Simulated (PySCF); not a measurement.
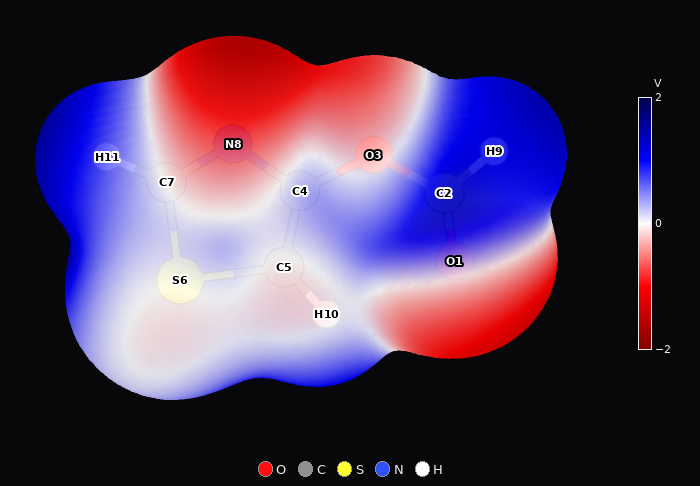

C$_{4}$H$_{3}$NO$_{2}$S (SMILES O=COc1cscn1). The molecular electrostatic potential painted on the density surface at 0.002 e/bohr³, seen at a tilt; the colour scale runs from red (negative) to blue (positive).

Geometry: GFN2-xTB.

Method: wB97X-D/def2-SVPD, SCF density, gas phase (PySCF 2.14.0).

```xyz
11

O     2.1961   -1.3620   -0.0562
C     2.2718   -0.1824    0.1147
O     1.2807    0.6961    0.1750
C    -0.0316    0.3264    0.0401
C    -0.5539   -0.9206   -0.1636
S    -2.2630   -0.8161   -0.2557
C    -2.1321    0.8939   -0.0133
N    -0.9359    1.3331    0.1211
H     3.2160    0.3695    0.2529
H    -0.0432   -1.8557   -0.2593
H    -2.9996    1.5206    0.0184
```

Q: Describe the electrostatic potential map.

A: The most negative region (about −1.5 V, or −35 kcal/mol for a unit charge) lies over N8, the most positive (about +1.5 V, or +35 kcal/mol for a unit charge) over S6, C7 and H11. N8 is the likeliest acceptor of a hydrogen bond.
